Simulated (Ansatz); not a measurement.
# BSiH (singlet): correlated methods under varied settings at angle Si1–B2–H3 = 180.0°

Aim: run BSiH (singlet) at one geometry under a spread of methods and options, and see what each costs and gives.

The runs use Ansatz 0.2.0, Gaussian basis; the settings change from run to run.

11 further runs of the same task are left out: 1 for a mislabelled method, 6 that didn't finish, 4 set aside as unsound or not needed.

**1. What is computed**

The geometry derives from a PBE0/def2-TZVP stationary point (not a proven minimum). One angle is set to the value named; bond lengths are kept.

3 atoms, charge 0, spin multiplicity 1.

Atoms are counted from 1 here; the program's logs count them from 0.

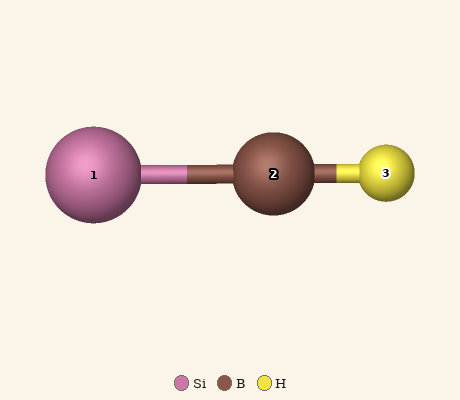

The structure; silicon pink, boron brown, hydrogen yellow; atoms are numbered from 1 in the order of the file.

**2. CISDTQ/STO-3G**

Contents of in.yaml:

```yaml
crystal:
  periodic: [false, false, false]
  atoms:
    - {symbol: Si, position_ang: [0.000000, 0.000000, 1.658754]}
    - {symbol: B, position_ang: [0.000000, 0.000000, -0.236394]}
    - {symbol: H, position_ang: [0.000000, 0.000000, -1.422360]}
basis:
  gaussian: {orbitals: STO-3G}
correlation: {active_space: {ras: {orbitals: [4, 0, 5], electrons: 8, max_holes: 4, max_particles: 4}, fixed_orbitals: true}}
output: {forces: true}
```

Command:

```sh
$ ansatz run in.yaml --threads 1 --pin off --events-out ev --progress --plain --max-ram 2393MiB
```

Output:

```text
Functional definition: HF
  name "HF"
  cite "Fock, Z. Phys. 61, 126 (1930) doi:10.1007/BF01340294"
  parent pbe
  exchange = exact_x
  correlation = 0
168 factors; integrals over basis functions are off by at most 3.8e-5 eV
mean field evaluation 1: about -8443.7529 eV, gradient 8.8e0 eV
mean field evaluation 2: about -8443.7545 eV, gradient 8.8e0 eV
mean field evaluation 4: about -8444.2230 eV, gradient 1.3e0 eV
mean field evaluation 8: about -8444.2399 eV, gradient 5.4e-3 eV
mean field evaluation 16: about -8444.2399 eV, gradient 9.9e-7 eV
mean field -8444.23993419 eV, -310.3200938700 hartree, gradient 7.4e-6 eV, S^2 0.000000; 2 other end points of the search recorded, 0 dependent functions left out
reference -8444.23993419 eV, -310.3200938700 hartree; 10, 10 occupied and 5, 5 virtual orbitals, 168 factors
state -8447.58400725 eV, -310.4429862883 hartree
the calculation of the forces begins
Total energy: -8447.58400725 eV, -310.4429862883 hartree
Atom 0 at     0.000000     0.000000     1.658754 Å, force    -0.000000    -0.000000    -1.281438 eV/Å
Atom 1 at     0.000000     0.000000    -0.236394 Å, force     0.000000     0.000000     1.083202 eV/Å
Atom 2 at     0.000000     0.000000    -1.422360 Å, force     0.000000    -0.000000     0.198235 eV/Å
Dipole moment:     0.000000     0.000000     0.096264 e Å
```

Wall time 0.24 s (1 thread of AMD EPYC 9R45, shared host).

From the report: 2,085 determinants.

**3. CCSDT on RHF/6-31G**

Contents of in.yaml:

```yaml
crystal:
  periodic: [false, false, false]
  atoms:
    - {symbol: Si, position_ang: [0.000000, 0.000000, 1.658754]}
    - {symbol: B, position_ang: [0.000000, 0.000000, -0.236394]}
    - {symbol: H, position_ang: [0.000000, 0.000000, -1.422360]}
basis:
  gaussian: {orbitals: 6-31G}
magnetization: {spin_polarized: false}
correlation: {method: ccsdt, electrons: all}
scf: {lower_state_search: off}
output: {forces: true}
```

The command is unchanged.

Output (excerpt; [...] marks lines left out):

```text
Functional definition: HF
  name "HF"
  cite "Fock, Z. Phys. 61, 126 (1930) doi:10.1007/BF01340294"
  parent pbe
[...]
487 factors; integrals over basis functions are off by at most 1.5e-7 eV
[...]
mean field -8544.28774514 eV, -313.9967831076 hartree, gradient 5.2e-6 eV, S^2 0.000000; 0 other end points of the search recorded, 0 dependent functions left out; unrestricted orbitals would lower it
reference -8544.28774514 eV, -313.9967831076 hartree; 10, 10 occupied and 14, 14 virtual orbitals, 487 factors
second order -2.48001746 eV of doubles, -0.00000000 eV of singles
cycle   1  -2.92082542 eV  change   -4.4e-1 eV  update   8.4e-2
[...]
cycle  23  -3.36752073 eV  change    9.3e-7 eV  update   6.9e-7
WARN: these amplitudes may be one of several solutions (largest doubles amplitude 0.61, level shift 0.00 eV)
[...]
Total energy: -8547.65526587 eV, -314.1205372118 hartree
Atom 0 at     0.000000     0.000000     1.658754 Å, force     0.000000     0.000000     1.402537 eV/Å
Atom 1 at     0.000000     0.000000    -0.236394 Å, force    -0.000000     0.000000    -1.116994 eV/Å
Atom 2 at     0.000000     0.000000    -1.422360 Å, force     0.000000    -0.000000    -0.285543 eV/Å
Dipole moment:    -0.000000     0.000000    -0.222887 e Å
Checks for a lower state left out: starts, cluster_reference, orbital_swaps, neighbouring_geometries, increment
```

Run time: 4.2 s. Hardware: 1 thread of AMD EPYC 9R45, shared host.

From the report: correlation -3.3675 eV; T1 0.009; largest double amplitude 0.61. The report flags that the cluster equations may have other roots.

**4. CCSDT(Q) on RHF/6-31++G****

Changes to in.yaml since step 3:

```diff
@@ -7,6 +7,4 @@
 basis:
-  gaussian: {orbitals: 6-31G}
+  gaussian: {orbitals: "6-31++G**"}
 magnetization: {spin_polarized: false}
-correlation: {method: ccsdt, electrons: all}
-scf: {lower_state_search: off}
-output: {forces: true}
+correlation: {method: ccsdt_q, electrons: outside_noble_gas}
```

Same command.

Output (excerpt; [...] marks lines left out):

```text
Functional definition: HF
  name "HF"
  cite "Fock, Z. Phys. 61, 126 (1930) doi:10.1007/BF01340294"
  parent pbe
[...]
714 factors; integrals over basis functions are off by at most 1.8e-7 eV
[...]
mean field -8545.06600301 eV, -314.0253835567 hartree, gradient 2.9e-6 eV, S^2 0.000000; 2 other end points of the search recorded, 0 dependent functions left out; unrestricted orbitals would lower it
6 core orbitals not correlated: weight in the atoms' cores, before any rotation towards them, 1.000 or more for the frozen orbitals, at most 0.000 for the correlated occupied ones
reference -8545.06600301 eV, -314.0253835567 hartree; 4, 4 occupied and 38, 38 virtual orbitals, 714 factors
second order -3.77184771 eV of doubles, -0.00000000 eV of singles
cycle   1  -4.36171720 eV  change   -5.9e-1 eV  update   9.1e-2
[...]
cycle  29  -4.98884097 eV  change   -2.7e-8 eV  update   8.2e-8
perturbative correction -0.05882661 eV, -0.0021618380 hartree
WARN: these amplitudes may be one of several solutions (largest doubles amplitude 0.57, level shift 0.00 eV)
Total energy: -8550.11367058 eV, -314.2108819187 hartree
```

Run time: 2.9 s. Hardware: 1 thread of AMD EPYC 9R45, shared host.

From the report: correlation -5.0477 eV; T1 0.019; largest double amplitude 0.57. The report flags that the cluster equations may have other roots.

**5. BCCD on UHF/6-31++G****

Changes to in.yaml since step 4:

```diff
@@ -8,3 +8,3 @@
   gaussian: {orbitals: "6-31++G**"}
-magnetization: {spin_polarized: false}
-correlation: {method: ccsdt_q, electrons: outside_noble_gas}
+magnetization: {spin_polarized: true, initial_magnetization: 0}
+correlation: {method: bccd, electrons: outside_noble_gas}
```

Same command.

Output (excerpt; [...] marks lines left out):

```text
Functional definition: HF
  name "HF"
  cite "Fock, Z. Phys. 61, 126 (1930) doi:10.1007/BF01340294"
  parent pbe
[...]
411 factors; integrals over basis functions are off by at most 1.3e-3 eV
[...]
mean field -8545.89090592 eV, -314.0556981796 hartree, gradient 1.7e-6 eV, S^2 1.006043; 25 other end points of the search recorded, 0 dependent functions left out
determinant -8545.89090592 eV, -314.0556981796 hartree, with singles and doubles -8550.24085086 eV, -314.2155557076 hartree
determinant -8545.13676006 eV, -314.0279838305 hartree, with singles and doubles -8549.75717040 eV, -314.1977807788 hartree
determinant -8545.06600557 eV, -314.0253836509 hartree, with singles and doubles -8549.78375154 eV, -314.1987576176 hartree
determinant -8544.01037523 eV, -313.9865899515 hartree, with singles and doubles -8548.44027357 eV, -314.1493857127 hartree
[...]
determinant -8545.89090592 eV, -314.0556981796 hartree, with singles and doubles -8550.23653921 eV, -314.2153972576 hartree
determinant -8545.13676006 eV, -314.0279838305 hartree, with singles and doubles -8549.75730613 eV, -314.1977857667 hartree
determinant -8545.06600557 eV, -314.0253836509 hartree, with singles and doubles -8549.77423735 eV, -314.1984079776 hartree
6 core orbitals not correlated: weight in the atoms' cores, before any rotation towards them, 1.000 or more for the frozen orbitals, at most 0.000 for the correlated occupied ones
reference -8545.89090592 eV, -314.0556981796 hartree; 4, 4 occupied and 38, 38 virtual orbitals, 411 factors
second order -3.49119669 eV of doubles, -0.00000000 eV of singles
cycle   1  -4.34018944 eV  change    5.4e-3 eV  update   8.2e-3
[...]
cycle   9  -4.33775851 eV  change   -5.5e-6 eV  update   6.7e-6
WARN: the results are in doubt because among natural orbitals full CI differs from the method by +0.424 eV
Total energy: -8550.22866443 eV, -314.2151078646 hartree
In doubt: among natural orbitals full CI differs from the method by +0.424 eV
```

Wall time 2.3 s (1 thread of AMD EPYC 9R45, shared host).

From the report: ⟨S²⟩ of the determinant 1.006 (pure singlet: 0.00); correlation -4.3378 eV; largest double amplitude 0.13. The determinant is far from a pure spin state, so its energy mixes those of several spin states (harmless only where they are near-degenerate, as at dissociation). Mind the lines of doubt at the end of the log.

**6. BCCD(T) on RHF/6-31++G****

Changes to in.yaml since step 5:

```diff
@@ -8,3 +8,5 @@
   gaussian: {orbitals: "6-31++G**"}
-magnetization: {spin_polarized: true, initial_magnetization: 0}
-correlation: {method: bccd, electrons: outside_noble_gas}
+magnetization: {spin_polarized: false}
+hamiltonian: {pseudopotentials: {relativity: none}}
+correlation: {method: bccd_t, electrons: all}
+output: {forces: true}
```

The command is unchanged.

Output (excerpt; [...] marks lines left out):

```text
Functional definition: HF
  name "HF"
  cite "Fock, Z. Phys. 61, 126 (1930) doi:10.1007/BF01340294"
  parent pbe
[...]
411 factors; integrals over basis functions are off by at most 1.3e-3 eV
[...]
mean field -8545.06600557 eV, -314.0253836509 hartree, gradient 2.3e-6 eV, S^2 0.000000; 2 other end points of the search recorded, 0 dependent functions left out; unrestricted orbitals would lower it
reference -8545.06600557 eV, -314.0253836509 hartree; 10, 10 occupied and 38, 38 virtual orbitals, 411 factors
second order -4.22905758 eV of doubles, -0.00000000 eV of singles
cycle   1  -4.81910056 eV  change   -5.9e-1 eV  update   8.2e-2
[...]
cycle  14  -5.13757870 eV  change    4.2e-6 eV  update   1.8e-6
perturbative correction -0.22130803 eV, -0.0081329200 hartree
[...]
Total energy: -8550.42489230 eV, -314.2223191057 hartree
Atom 0 at     0.000000     0.000000     1.658754 Å, force     0.000000    -0.000000     0.281499 eV/Å
Atom 1 at     0.000000     0.000000    -0.236394 Å, force     0.000000    -0.000000    -0.453390 eV/Å
Atom 2 at     0.000000     0.000000    -1.422360 Å, force     0.000000    -0.000000     0.171891 eV/Å
Dipole moment:    -0.000000     0.000000    -0.122618 e Å
```

Wall time 1.5 s (1 thread of AMD EPYC 9R45, shared host).

From the report: correlation -5.3589 eV; largest double amplitude 0.10.

**7. The runs in one table**

 † marks a result that the program doubts.

```
                      level         correlated  functions  energy (eV)    time
              CISDTQ/STO-3G  outside noble gas         15   -8447.5840  0.24 s
       CCSDT on RHF/6-31G †                all         24   -8547.6553   4.2 s
CCSDT(Q) on RHF/6-31++G** †  outside noble gas         48   -8550.1137   2.9 s
    BCCD on UHF/6-31++G** †  outside noble gas         48   -8550.2287   2.3 s
   BCCD(T) on RHF/6-31++G**                all         48   -8550.4249   1.5 s
```

**8. Results**

```
quantity                        value
    runs                            5
quickest        CISDTQ/STO-3G, 0.24 s
 slowest  CCSDT on RHF/6-31G †, 4.2 s
```

**Reading.** Total energies in different bases, with other cores or another treatment of relativity can't be set against each other. CCSDT on RHF/6-31G † took 17 times as long as CISDTQ/STO-3G; the jobs differ in more than the method.
